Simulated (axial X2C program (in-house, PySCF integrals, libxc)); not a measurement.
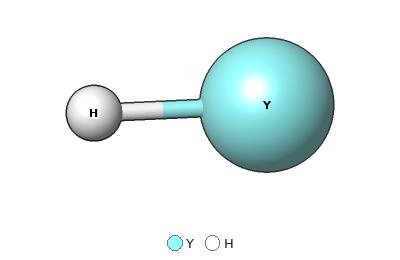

**Figure 1.** The molecule at the reference distance of 1.860 Å.

Run report: YH⁺, relativistic diatomic calculation

- system: YH⁺, single determinant with Ω = 1/2.
- method: PBE0, two-component X2C with atomic mean-field Coulomb and Gaunt terms, Y dyall-cv3z, H dyall-v3z (cores contracted) (axial X2C program (in-house, PySCF integrals, libxc))

**Output**
```
two-component X2C + atomic mean field  PBE0
basis functions 178  fitting functions 831  grid points 5070
iter        total energy     max residual
   1      -3383.741254945     1.51e-06
   2      -3383.741254945     1.37e-06
converged
one-electron -4685.04855505  Coulomb 1401.92197014  exact exchange -27.13987989  xc functional -83.11008743  nuclear repulsion 11.09565120  atomic mean-field constant -1.46035391
```

**The points of the curve**

| R (Å) | E (hartree) | dipole (D; origin at the first atom, positive when the second is positive) | highest filled (eV) | lowest empty (eV) |
| --- | --- | --- | --- | --- |
| 1.618 | −3383.726490 | −2.39 | −10.35 | −7.89 |
| 1.693 | −3383.734767 | −2.58 | −10.39 | −7.96 |
| 1.748 | −3383.738549 | −2.71 | −10.42 | −8.00 |
| 1.804 | −3383.740619 | −2.83 | −10.45 | −8.05 |
| 1.860 | −3383.741255 | −2.95 | −10.48 | −8.10 |
| 1.925 | −3383.740499 | −3.09 | −10.51 | −8.15 |
| 1.990 | −3383.738434 | −3.21 | −10.54 | −8.19 |
| 2.074 | −3383.734277 | −3.35 | −10.58 | −8.25 |
| 2.176 | −3383.727514 | −3.51 | −10.63 | −8.31 |
| 2.325 | −3383.715592 | −3.69 | −10.69 | −8.39 |

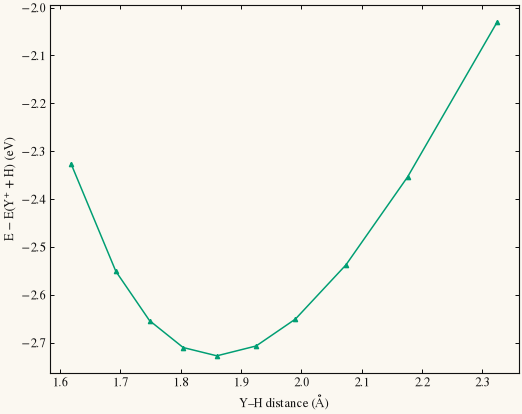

**Figure 2.** Energy at 10 bond lengths, for one set of occupations held fixed; the line joins the points. A polynomial of degree 6 through 9 points gives rₑ = 1.860 Å, ωₑ = 1687 cm⁻¹, ωₑxₑ = 19 cm⁻¹ and Bₑ = 4.889 cm⁻¹. The minimum lies 2.73 eV below Y⁺ + H, each computed as one determinant at the same level.

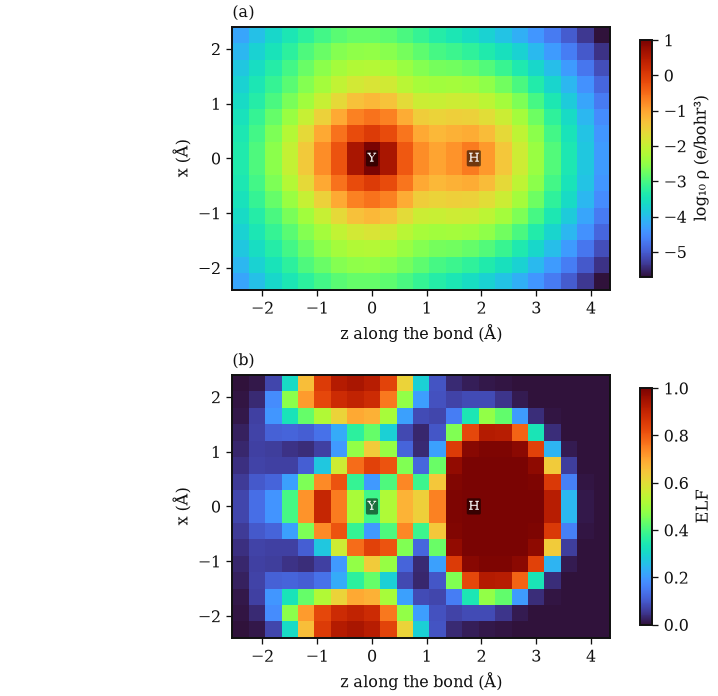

**Figure 3.** (a) electron density on a logarithmic scale; (b) electron localisation function, in a plane that holds the axis, at 1.86 Å, on points 0.3 Å apart (one half computed, the other mirrored); the structure near the nuclei is finer than these points.

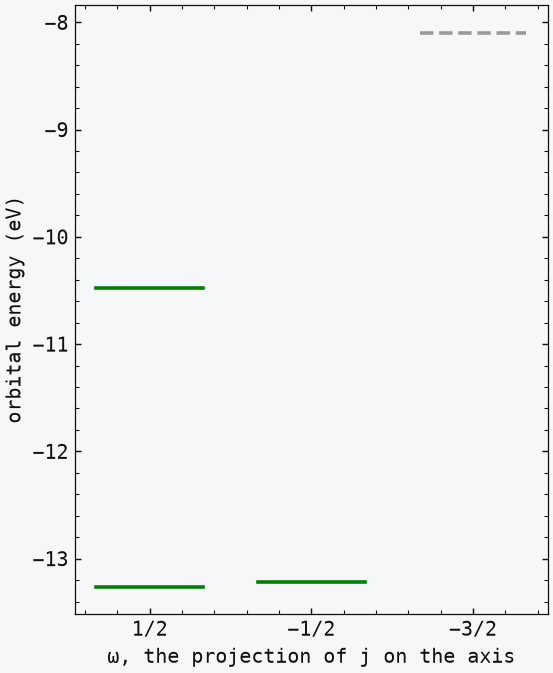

**Figure 4.** Orbital energies near the frontier at 1.86 Å, filled (solid) and empty (dashed). The highest filled spinor (1/2; 60 % Y s, 33 % Y d) lies at −10.48 eV, the lowest empty one (−3/2; 100 % Y d) at −8.10 eV.

**Input**
```
{"zs": [39, 1], "q": 1, "bas": ["dyall-cv3z", "dyall-v3z"], "levels": ["PBE0", "HF", "PBEsol"], "cc": true, "r0": 1.95, "thr": -2.0, "nmax": 90, "npts": 10, "nst": 2, "ntry": 6}
```

The line is the task of a batch: nuclear charges, charge, bases, the levels to run, a first guess of the distance and further settings. This report covers PBE0 with spin-orbit coupling. The log is that of the reference distance 1.86 Å, started from orbitals converged before.

Launched within a batch (the task file carries these settings):
```bash
python <driver script> task.json out
```

**Summary**

- outcome: converged
- bond length rₑ: 1.860 Å
- ωₑ: 1687 cm⁻¹
- energy at the minimum: −3383.74125 hartree
- depth below the fragments: 2.73 eV
- hardware: 1 thread of Arm Neoverse V1, 24 GiB of memory available, shared host
- wall time: 4.4 s
